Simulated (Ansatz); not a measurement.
**Run report: CH6ClFOSi2, molecular dynamics (part 5 of 5)**

Continued. System: CH6ClFOSi2. Method: RKS PBE-D4/STO-3G (Ansatz 0.2.0). It belongs to a series of runs on one base structure; here: dynamics from the start.

Geometry of the input (Å):
```
Si 0.2045  -0.2459  0.1770
F  0.3620  -0.1836  1.8098
C  1.8088  0.1351  -0.7191
H  2.5741  -0.6277  -0.4969
H  1.6453  0.1511  -1.8090
H  2.2031  1.1198  -0.4189
Cl -1.2413  1.2619  -0.3262
O  -0.3197  -1.7727  -0.3075
Si -1.7913  -2.3818  0.3624
H  -1.7585  -2.3916  1.8241
H  -2.9475  -1.6059  -0.0779
H  -1.8916  -3.7473  -0.1307
```

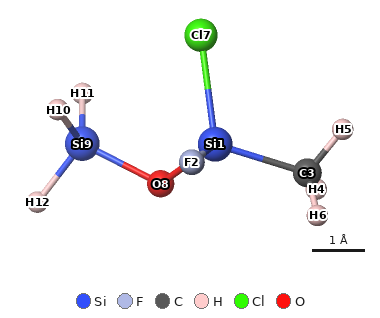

Figure 1. The geometry at step 500 of the log (ball-and-stick view, seen at a tilt; atoms are numbered from 1 in the order of the input).

Results in brief:

```json
{"quantity": "outcome", "value": "finished"}
{"quantity": "mean temperature over the second half", "value": "143 K"}
{"quantity": "trajectory", "value": "500 steps, 250 fs"}
{"quantity": "ensemble", "value": "nve"}
{"quantity": "temperature in the input", "value": "300.0 K"}
{"quantity": "time step", "value": "0.5 fs"}
{"quantity": "potential energy (last step)", "value": "−33760.1428 eV"}
{"quantity": "mean-field energy (last step)", "value": "−33759.8160 eV"}
{"quantity": "largest force (length of the vector) (last step)", "value": "1.312 eV/Å"}
{"quantity": "hardware", "value": "1 thread of Arm Neoverse V1, 24 GiB of memory available, shared host"}
{"quantity": "wall time", "value": "26 min"}
{"quantity": "peak memory", "value": "0.1 GiB"}
```

So short a trajectory is not equilibrated.
